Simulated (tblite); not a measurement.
# Geometry relaxation of C3H11N2OSi (part 2 of 3)

The same run, continued: C3H11N2OSi, multiplicity 2; GFN2-xTB geometry optimisation, gas phase (tblite 0.8.0). It belongs to a series of runs on one base structure; here: H removed from sp3 C.

Geometry of the input (Å):
```
C  1.7532  1.3178  0.7065
C  1.1727  0.1914  -0.1332
C  2.3708  -0.7763  -0.3020
O  0.2119  -0.4242  0.6499
Si -1.3196  -0.5572  -0.0796
N  -1.7235  0.9222  -0.9994
N  -2.4960  -0.8835  1.2175
H  2.0459  2.2055  0.1433
H  1.1936  1.4823  1.6319
H  0.8065  0.5066  -1.1084
H  2.1929  -1.4618  -1.1421
H  2.4233  -1.3369  0.6570
H  3.2544  -0.1107  -0.4391
H  -1.3314  -1.7169  -1.0047
H  -2.3758  1.5496  -0.4547
H  -2.0821  0.7225  -1.9385
H  -2.9007  -0.0223  1.6373
H  -3.2048  -1.6019  0.9465
```

## Trajectory as extended XYZ, continued
```
18
Properties=species:S:1:pos:R:3:forces:R:3 step=55 energy=-643.91918
C     1.6539    1.4599    0.8318   -0.0080   0.0400  -0.0580
C     1.1479    0.3786   -0.0310   -0.0500   0.0170   0.0060
C     2.2026   -0.7374   -0.2175   -0.0030   0.0110  -0.0040
O    -0.0255   -0.1560    0.5104   -0.0070   0.0260  -0.0050
Si   -1.3836   -0.5850   -0.2627    0.0350  -0.0470   0.0480
N    -1.9004    0.6867   -1.3217    0.0090  -0.0320  -0.0220
N    -2.3559   -1.0601    1.0732    0.0030  -0.0120   0.0390
H     2.4994    2.0422    0.5204   -0.0220  -0.0400   0.0270
H     1.1837    1.6564    1.7746    0.0300  -0.0170  -0.0420
H     0.9343    0.7721   -1.0429    0.0140   0.0240   0.0210
H     1.7536   -1.5546   -0.7757    0.0190   0.0090   0.0110
H     2.5359   -1.1029    0.7505   -0.0710  -0.0150  -0.0080
H     3.0589   -0.3486   -0.7618   -0.0110  -0.0020  -0.0010
H    -1.2412   -1.7388   -1.1495    0.0090   0.0070  -0.0060
H    -1.7848    1.6459   -1.0374    0.0220   0.0420   0.0270
H    -2.7783    0.5811   -1.8024    0.0300   0.0040  -0.0120
H    -2.1767   -0.6846    1.9884    0.0140  -0.0210  -0.0080
H    -3.3324   -1.2485    0.9414   -0.0110   0.0070  -0.0120
18
Properties=species:S:1:pos:R:3:forces:R:3 step=60 energy=-643.92425
C     1.6416    1.4767    0.8132    0.0050  -0.0040   0.0250
C     1.1330    0.3908   -0.0377    0.0360  -0.0010  -0.0080
C     2.1851   -0.7284   -0.2166   -0.0150  -0.0090  -0.0110
O    -0.0306   -0.1478    0.5132   -0.0010   0.0390   0.0250
Si   -1.3785   -0.5982   -0.2603   -0.0020   0.0200  -0.0190
N    -1.8816    0.6794   -1.3220    0.0050   0.0190   0.0450
N    -2.3470   -1.0795    1.0765   -0.0400  -0.0200  -0.0230
H     2.5146    2.0188    0.5171    0.0610   0.0420  -0.0150
H     1.1972    1.6586    1.7689   -0.0160   0.0120   0.0300
H     0.9213    0.7911   -1.0464   -0.0330  -0.0540  -0.0260
H     1.7387   -1.5445   -0.7769   -0.0010   0.0080  -0.0440
H     2.4939   -1.1022    0.7557   -0.0190   0.0140   0.0150
H     3.0510   -0.3459   -0.7484    0.0070  -0.0030   0.0050
H    -1.2326   -1.7515   -1.1474    0.0110   0.0150   0.0030
H    -1.7605    1.6376   -1.0273    0.0100  -0.0580  -0.0050
H    -2.7626    0.5846   -1.7984    0.0080   0.0040  -0.0350
H    -2.1622   -0.7083    1.9921    0.0090  -0.0100   0.0040
H    -3.3294   -1.2249    0.9330   -0.0260  -0.0130   0.0350
18
Properties=species:S:1:pos:R:3:forces:R:3 step=65 energy=-643.92765
C     1.6464    1.4868    0.8040    0.0230  -0.0020  -0.0180
C     1.1296    0.3983   -0.0415   -0.0330   0.0020   0.0120
C     2.1747   -0.7247   -0.2193   -0.0030   0.0020   0.0090
O    -0.0321   -0.1344    0.5244   -0.0300   0.0000   0.0080
Si   -1.3734   -0.6059   -0.2521   -0.0290   0.0060   0.0070
N    -1.8714    0.6728   -1.3105   -0.0030  -0.0090  -0.0240
N    -2.3562   -1.0940    1.0734    0.0490   0.0120   0.0080
H     2.5304    2.0172    0.5085   -0.0330  -0.0060   0.0210
H     1.2055    1.6647    1.7645    0.0280   0.0170  -0.0390
H     0.9056    0.7797   -1.0548   -0.0080   0.0250   0.0100
H     1.7318   -1.5298   -0.7985    0.0090  -0.0010  -0.0150
H     2.4581   -1.1048    0.7582    0.0200  -0.0290  -0.0150
H     3.0515   -0.3409   -0.7326    0.0070  -0.0160   0.0210
H    -1.2199   -1.7541   -1.1432    0.0270  -0.0040   0.0060
H    -1.7439    1.6258   -1.0101    0.0080   0.0450   0.0090
H    -2.7425    0.5881   -1.8055    0.0010  -0.0090  -0.0240
H    -2.1606   -0.7229    1.9871   -0.0070  -0.0230   0.0260
H    -3.3425   -1.2157    0.9362   -0.0240  -0.0100  -0.0030
18
Properties=species:S:1:pos:R:3:forces:R:3 step=69 energy=-643.92905
C     1.6470    1.4896    0.7962   -0.0070  -0.0050   0.0130
C     1.1223    0.4010   -0.0434    0.0180  -0.0120   0.0080
C     2.1678   -0.7242   -0.2202   -0.0010  -0.0110  -0.0040
O    -0.0386   -0.1256    0.5308    0.0110  -0.0070  -0.0090
Si   -1.3752   -0.6060   -0.2492   -0.0010   0.0040   0.0010
N    -1.8661    0.6735   -1.3100    0.0040   0.0120   0.0030
N    -2.3564   -1.0988    1.0753   -0.0170   0.0090   0.0160
H     2.5338    2.0157    0.5085    0.0250   0.0060  -0.0420
H     1.2134    1.6703    1.7579   -0.0180   0.0130   0.0130
H     0.8926    0.7815   -1.0565    0.0130   0.0010   0.0230
H     1.7336   -1.5265   -0.8102   -0.0130   0.0100  -0.0020
H     2.4459   -1.1124    0.7559   -0.0140  -0.0200  -0.0030
H     3.0531   -0.3427   -0.7205   -0.0090   0.0200   0.0030
H    -1.2071   -1.7543   -1.1387    0.0110   0.0060   0.0130
H    -1.7378    1.6257   -1.0028   -0.0240  -0.0090  -0.0260
H    -2.7312    0.5882   -1.8158    0.0080   0.0150  -0.0130
H    -2.1616   -0.7346    1.9922    0.0120  -0.0190   0.0120
H    -3.3443   -1.2141    0.9388    0.0020  -0.0140  -0.0080
18
Properties=species:S:1:pos:R:3:forces:R:3 step=74 energy=-643.93117
C     1.6584    1.4886    0.7929   -0.0090   0.0150   0.0070
C     1.1197    0.3994   -0.0377   -0.0040   0.0150   0.0110
C     2.1600   -0.7274   -0.2216   -0.0020   0.0030   0.0030
O    -0.0427   -0.1210    0.5396    0.0110   0.0090   0.0310
Si   -1.3792   -0.6043   -0.2410    0.0270   0.0190   0.0000
N    -1.8593    0.6758   -1.3072   -0.0070  -0.0060  -0.0030
N    -2.3643   -1.0995    1.0803    0.0200   0.0160  -0.0280
H     2.5393    2.0172    0.4846   -0.0370  -0.0300   0.0010
H     1.2196    1.6905    1.7482    0.0080   0.0210   0.0070
H     0.8854    0.7817   -1.0484    0.0150   0.0040  -0.0070
H     1.7295   -1.5131   -0.8351    0.0090  -0.0070  -0.0180
H     2.4218   -1.1386    0.7494   -0.0170  -0.0110   0.0000
H     3.0530   -0.3324   -0.6971   -0.0030  -0.0200  -0.0150
H    -1.1869   -1.7530   -1.1256   -0.0220   0.0120   0.0040
H    -1.7421    1.6282   -0.9980    0.0030   0.0120   0.0020
H    -2.7070    0.5961   -1.8424    0.0020  -0.0330   0.0010
H    -2.1631   -0.7578    2.0044   -0.0070  -0.0170  -0.0070
H    -3.3509   -1.2240    0.9430    0.0130   0.0010   0.0100
18
Properties=species:S:1:pos:R:3:forces:R:3 step=78 energy=-643.93227
C     1.6580    1.4928    0.7927    0.0130  -0.0060   0.0010
C     1.1176    0.4016   -0.0321    0.0020  -0.0090  -0.0020
C     2.1540   -0.7291   -0.2227   -0.0030  -0.0020  -0.0080
O    -0.0427   -0.1148    0.5511   -0.0070   0.0010  -0.0030
Si   -1.3738   -0.5999   -0.2369   -0.0140   0.0030  -0.0040
N    -1.8565    0.6753   -1.3074    0.0040   0.0190   0.0050
N    -2.3649   -1.0979    1.0769   -0.0060   0.0090   0.0260
H     2.5395    2.0108    0.4734    0.0120   0.0210   0.0130
H     1.2236    1.7067    1.7472    0.0030   0.0110  -0.0010
H     0.8831    0.7845   -1.0433    0.0000  -0.0070   0.0050
H     1.7285   -1.5079   -0.8498   -0.0140   0.0200   0.0070
H     2.4062   -1.1533    0.7456   -0.0050   0.0030  -0.0120
H     3.0508   -0.3337   -0.6911    0.0030  -0.0130   0.0110
H    -1.1757   -1.7504   -1.1173   -0.0130   0.0060  -0.0120
H    -1.7407    1.6295   -1.0006   -0.0140  -0.0210  -0.0160
H    -2.7013    0.5903   -1.8471    0.0210  -0.0220   0.0200
H    -2.1625   -0.7788    2.0089    0.0090  -0.0100  -0.0220
H    -3.3519   -1.2195    0.9409    0.0100  -0.0010  -0.0080
18
Properties=species:S:1:pos:R:3:forces:R:3 step=83 energy=-643.93320
C     1.6673    1.4937    0.7967    0.0030   0.0070   0.0010
C     1.1167    0.4053   -0.0260    0.0050   0.0190  -0.0050
C     2.1444   -0.7305   -0.2230   -0.0030   0.0000   0.0080
O    -0.0467   -0.1058    0.5560    0.0160   0.0070   0.0020
Si   -1.3742   -0.5961   -0.2356    0.0190  -0.0050   0.0050
N    -1.8523    0.6749   -1.3111    0.0060  -0.0250  -0.0060
N    -2.3631   -1.0969    1.0773    0.0100  -0.0050  -0.0130
H     2.5478    2.0112    0.4725    0.0030   0.0000   0.0040
H     1.2290    1.7285    1.7447   -0.0090  -0.0100  -0.0060
H     0.8839    0.7889   -1.0370   -0.0130   0.0190  -0.0060
H     1.7119   -1.4978   -0.8581   -0.0070  -0.0100  -0.0030
H     2.3873   -1.1636    0.7429    0.0080  -0.0200   0.0050
H     3.0471   -0.3400   -0.6835    0.0040  -0.0080   0.0030
H    -1.1788   -1.7458   -1.1186    0.0000   0.0070  -0.0050
H    -1.7401    1.6312   -1.0130   -0.0230   0.0100  -0.0040
H    -2.6921    0.5779   -1.8554   -0.0020   0.0070   0.0020
H    -2.1473   -0.8068    2.0145   -0.0030   0.0050   0.0060
H    -3.3494   -1.2218    0.9451   -0.0140   0.0020   0.0090
18
Properties=species:S:1:pos:R:3:forces:R:3 step=88 energy=-643.93362
C     1.6695    1.4957    0.7971    0.0030   0.0000   0.0010
C     1.1183    0.4083   -0.0261    0.0030  -0.0040   0.0040
C     2.1416   -0.7321   -0.2228    0.0020  -0.0020  -0.0050
O    -0.0444   -0.1010    0.5593   -0.0050   0.0010  -0.0060
Si   -1.3706   -0.5926   -0.2331   -0.0050   0.0000  -0.0010
N    -1.8498    0.6742   -1.3133   -0.0070   0.0040  -0.0040
N    -2.3610   -1.0948    1.0778   -0.0010  -0.0040  -0.0020
H     2.5513    2.0128    0.4763    0.0050   0.0010   0.0040
H     1.2259    1.7292    1.7429    0.0000   0.0000  -0.0020
H     0.8810    0.7928   -1.0364    0.0120   0.0040   0.0070
H     1.7063   -1.4965   -0.8602   -0.0030   0.0010   0.0010
H     2.3828   -1.1707    0.7417   -0.0110   0.0030  -0.0030
H     3.0475   -0.3464   -0.6810    0.0030  -0.0010  -0.0020
H    -1.1780   -1.7389   -1.1209    0.0110  -0.0050  -0.0010
H    -1.7500    1.6334   -1.0192   -0.0060  -0.0040   0.0110
H    -2.6883    0.5701   -1.8583   -0.0060  -0.0070  -0.0060
H    -2.1434   -0.8130    2.0172   -0.0040   0.0040  -0.0020
H    -3.3474   -1.2242    0.9474    0.0100   0.0080   0.0060
18
Properties=species:S:1:pos:R:3:forces:R:3 step=92 energy=-643.93389
C     1.6748    1.4980    0.7986   -0.0030  -0.0160   0.0160
C     1.1207    0.4110   -0.0235   -0.0090   0.0160  -0.0050
C     2.1381   -0.7332   -0.2241   -0.0100   0.0030   0.0080
O    -0.0449   -0.0946    0.5606    0.0000   0.0050  -0.0080
Si   -1.3686   -0.5921   -0.2336    0.0020  -0.0080   0.0070
N    -1.8520    0.6710   -1.3165   -0.0010  -0.0150   0.0080
N    -2.3604   -1.0976    1.0759    0.0010   0.0030  -0.0030
H     2.5589    2.0123    0.4792   -0.0040  -0.0070   0.0060
H     1.2259    1.7361    1.7408    0.0080   0.0070   0.0010
H     0.8842    0.7993   -1.0320    0.0060   0.0010  -0.0180
H     1.6970   -1.4925   -0.8629    0.0050  -0.0050  -0.0140
H     2.3737   -1.1767    0.7391    0.0030  -0.0030   0.0120
H     3.0472   -0.3514   -0.6791   -0.0040  -0.0050  -0.0050
H    -1.1681   -1.7379   -1.1210    0.0070  -0.0010   0.0070
H    -1.7543    1.6300   -1.0214   -0.0150   0.0070   0.0030
H    -2.6924    0.5623   -1.8579   -0.0030   0.0050  -0.0050
H    -2.1398   -0.8235    2.0168    0.0130   0.0080   0.0020
H    -3.3487   -1.2145    0.9492    0.0040   0.0040  -0.0130
18
Properties=species:S:1:pos:R:3:forces:R:3 step=97 energy=-643.93464
C     1.6904    1.4935    0.8112    0.0060   0.0160  -0.0130
C     1.1254    0.4209   -0.0215    0.0110  -0.0200   0.0000
C     2.1273   -0.7367   -0.2258    0.0080  -0.0120  -0.0090
O    -0.0466   -0.0730    0.5588   -0.0050   0.0090   0.0000
Si   -1.3616   -0.5917   -0.2348    0.0030   0.0070  -0.0140
N    -1.8631    0.6603   -1.3223   -0.0080   0.0140   0.0100
N    -2.3560   -1.1008    1.0716    0.0260   0.0070   0.0060
H     2.5751    2.0077    0.4941    0.0070  -0.0110   0.0040
H     1.2243    1.7517    1.7390    0.0010  -0.0010   0.0200
H     0.8978    0.8192   -1.0291   -0.0050  -0.0100   0.0040
H     1.6793   -1.4870   -0.8716   -0.0030   0.0100   0.0080
H     2.3538   -1.1890    0.7362   -0.0020   0.0090  -0.0130
H     3.0434   -0.3679   -0.6784   -0.0090   0.0090   0.0150
H    -1.1373   -1.7351   -1.1186   -0.0040  -0.0160   0.0030
H    -1.7819    1.6206   -1.0250   -0.0090  -0.0040  -0.0020
H    -2.7066    0.5399   -1.8564   -0.0030  -0.0050  -0.0110
H    -2.1251   -0.8396    2.0140    0.0070   0.0020  -0.0010
H    -3.3472   -1.1868    0.9469   -0.0210  -0.0040  -0.0070
18
Properties=species:S:1:pos:R:3:forces:R:3 step=102 energy=-643.93519
C     1.6940    1.4947    0.8147   -0.0020  -0.0040  -0.0020
C     1.1286    0.4260   -0.0235   -0.0100   0.0030   0.0030
C     2.1211   -0.7395   -0.2264   -0.0060   0.0120   0.0090
O    -0.0485   -0.0593    0.5524   -0.0020  -0.0020   0.0110
Si   -1.3606   -0.5873   -0.2387   -0.0030   0.0000  -0.0020
N    -1.8705    0.6623   -1.3247   -0.0090  -0.0040  -0.0060
N    -2.3439   -1.0972    1.0760   -0.0260  -0.0030  -0.0140
H     2.5863    2.0017    0.5082    0.0150  -0.0040   0.0000
H     1.2236    1.7501    1.7420    0.0150  -0.0050  -0.0080
H     0.9068    0.8259   -1.0320   -0.0040   0.0020   0.0060
H     1.6673   -1.4838   -0.8744    0.0080   0.0060  -0.0020
H     2.3369   -1.1943    0.7361    0.0120  -0.0090   0.0060
H     3.0425   -0.3774   -0.6722    0.0030   0.0040   0.0010
H    -1.1338   -1.7333   -1.1203   -0.0090   0.0060   0.0110
H    -1.8154    1.6223   -1.0209   -0.0090  -0.0060  -0.0020
H    -2.6964    0.5268   -1.8823   -0.0010  -0.0010   0.0020
H    -2.1111   -0.8360    2.0179    0.0140   0.0070  -0.0120
H    -3.3356   -1.1954    0.9564    0.0150  -0.0010  -0.0020
18
Properties=species:S:1:pos:R:3:forces:R:3 step=106 energy=-643.93560
C     1.7013    1.4940    0.8190    0.0040   0.0000  -0.0010
C     1.1301    0.4301   -0.0210    0.0020  -0.0070  -0.0010
C     2.1173   -0.7400   -0.2253    0.0090   0.0010   0.0040
O    -0.0510   -0.0490    0.5521   -0.0030  -0.0010  -0.0080
Si   -1.3580   -0.5855   -0.2428   -0.0050   0.0030  -0.0030
N    -1.8815    0.6585   -1.3284   -0.0010   0.0040  -0.0140
N    -2.3404   -1.0966    1.0711    0.0020  -0.0070   0.0060
H     2.5996    1.9941    0.5179    0.0060  -0.0130  -0.0040
H     1.2287    1.7525    1.7438    0.0080   0.0020   0.0110
H     0.9117    0.8337   -1.0286   -0.0040  -0.0020  -0.0020
H     1.6612   -1.4812   -0.8760    0.0110   0.0140   0.0050
H     2.3336   -1.1995    0.7354   -0.0070   0.0050  -0.0030
H     3.0407   -0.3803   -0.6697   -0.0050   0.0030  -0.0020
H    -1.1273   -1.7360   -1.1165    0.0030   0.0100  -0.0070
H    -1.8381    1.6181   -1.0215   -0.0060  -0.0040  -0.0060
H    -2.7058    0.5153   -1.8868    0.0080  -0.0060   0.0090
H    -2.0984   -0.8352    2.0104   -0.0090   0.0010   0.0070
H    -3.3325   -1.1867    0.9551   -0.0120  -0.0010   0.0080
18
Properties=species:S:1:pos:R:3:forces:R:3 step=111 energy=-643.93600
C     1.7103    1.4952    0.8216   -0.0030  -0.0030   0.0010
C     1.1302    0.4364   -0.0190   -0.0070   0.0060  -0.0030
C     2.1105   -0.7389   -0.2237   -0.0140   0.0050  -0.0130
O    -0.0552   -0.0347    0.5517    0.0050  -0.0030   0.0090
Si   -1.3577   -0.5809   -0.2440    0.0000  -0.0060   0.0050
N    -1.8854    0.6567   -1.3355    0.0020  -0.0090   0.0100
N    -2.3356   -1.0991    1.0714   -0.0090   0.0040  -0.0010
H     2.6189    1.9781    0.5236    0.0040  -0.0050   0.0020
H     1.2409    1.7592    1.7467    0.0100   0.0000   0.0010
H     0.9131    0.8414   -1.0266    0.0100   0.0040   0.0030
H     1.6547   -1.4689   -0.8852   -0.0070  -0.0210  -0.0140
H     2.3125   -1.2100    0.7340    0.0090   0.0110   0.0080
H     3.0392   -0.3833   -0.6592    0.0140   0.0100   0.0110
H    -1.1169   -1.7307   -1.1157    0.0000   0.0060  -0.0090
H    -1.8710    1.6149   -1.0216   -0.0020   0.0020  -0.0080
H    -2.6998    0.4963   -1.9029   -0.0110  -0.0030  -0.0060
H    -2.0880   -0.8406    2.0102   -0.0050   0.0010   0.0060
H    -3.3294   -1.1847    0.9626    0.0030   0.0000  -0.0020
18
Properties=species:S:1:pos:R:3:forces:R:3 step=115 energy=-643.93628
C     1.7126    1.4925    0.8249    0.0040   0.0020  -0.0020
C     1.1306    0.4371   -0.0189    0.0050  -0.0030   0.0020
C     2.1122   -0.7376   -0.2239    0.0070  -0.0040   0.0020
O    -0.0560   -0.0334    0.5495   -0.0020   0.0000  -0.0020
Si   -1.3588   -0.5798   -0.2459    0.0040  -0.0020   0.0000
N    -1.8928    0.6538   -1.3395   -0.0200   0.0050   0.0080
N    -2.3362   -1.0983    1.0702    0.0020   0.0110   0.0070
H     2.6259    1.9686    0.5302    0.0040  -0.0010   0.0020
H     1.2467    1.7550    1.7521    0.0030  -0.0040   0.0000
H     0.9175    0.8444   -1.0260   -0.0040   0.0050  -0.0020
H     1.6570   -1.4723   -0.8822    0.0070   0.0070   0.0090
H     2.3208   -1.2031    0.7360   -0.0080   0.0050  -0.0140
H     3.0399   -0.3796   -0.6613   -0.0090  -0.0010   0.0040
H    -1.1160   -1.7272   -1.1197    0.0000  -0.0030  -0.0050
H    -1.8820    1.6133   -1.0279    0.0020  -0.0130  -0.0110
H    -2.7124    0.4881   -1.8992    0.0140   0.0020   0.0050
H    -2.0872   -0.8344    2.0074   -0.0120  -0.0070   0.0000
H    -3.3304   -1.1808    0.9625    0.0050   0.0000  -0.0020
18
Properties=species:S:1:pos:R:3:forces:R:3 step=120 energy=-643.93644
C     1.7203    1.4927    0.8265    0.0010   0.0010   0.0000
C     1.1311    0.4419   -0.0177   -0.0020   0.0010  -0.0060
C     2.1066   -0.7369   -0.2246   -0.0010   0.0040  -0.0020
O    -0.0576   -0.0231    0.5510    0.0020   0.0020  -0.0020
Si   -1.3563   -0.5779   -0.2451   -0.0020  -0.0020   0.0020
N    -1.8992    0.6497   -1.3401    0.0010  -0.0040   0.0010
N    -2.3343   -1.0966    1.0703   -0.0030   0.0030   0.0010
H     2.6400    1.9581    0.5348    0.0030   0.0010   0.0020
H     1.2552    1.7594    1.7528    0.0010  -0.0010   0.0040
H     0.9182    0.8520   -1.0239    0.0010   0.0020  -0.0010
H     1.6525   -1.4658   -0.8893   -0.0020   0.0010  -0.0020
H     2.3056   -1.2084    0.7336    0.0030  -0.0040   0.0060
H     3.0383   -0.3809   -0.6537    0.0080   0.0010  -0.0040
H    -1.1054   -1.7234   -1.1202   -0.0030   0.0000   0.0070
H    -1.9000    1.6099   -1.0323    0.0030   0.0030   0.0010
H    -2.7111    0.4738   -1.9069   -0.0070  -0.0010  -0.0050
H    -2.0840   -0.8427    2.0098   -0.0020  -0.0020   0.0010
H    -3.3287   -1.1755    0.9631   -0.0010  -0.0020  -0.0040
```

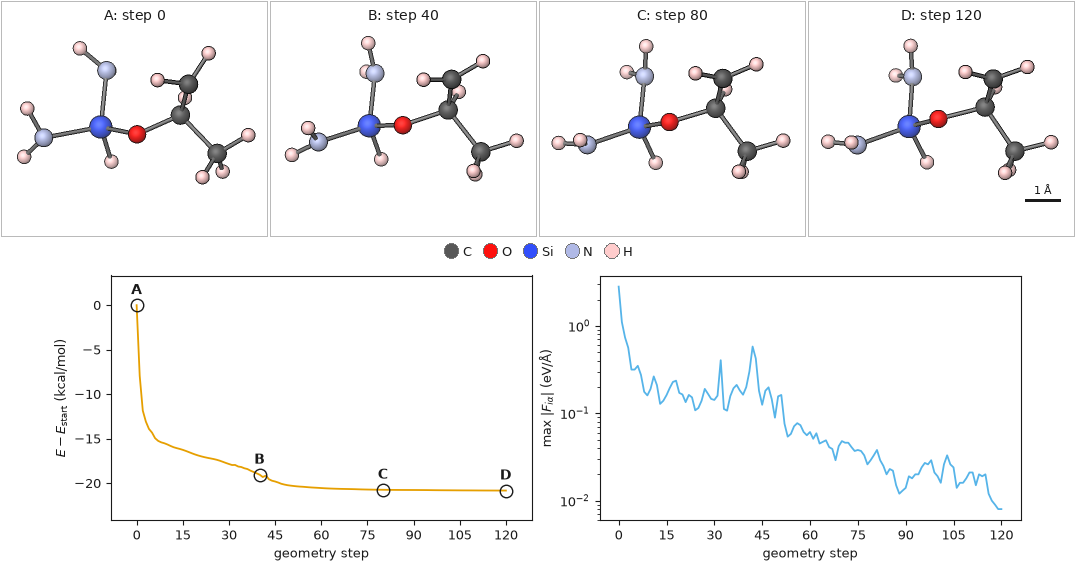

Fig. 1: Frames of the relaxation (ball-and-stick view, seen at a tilt) above the curves, on which the letters mark them (steps are counted from 0).
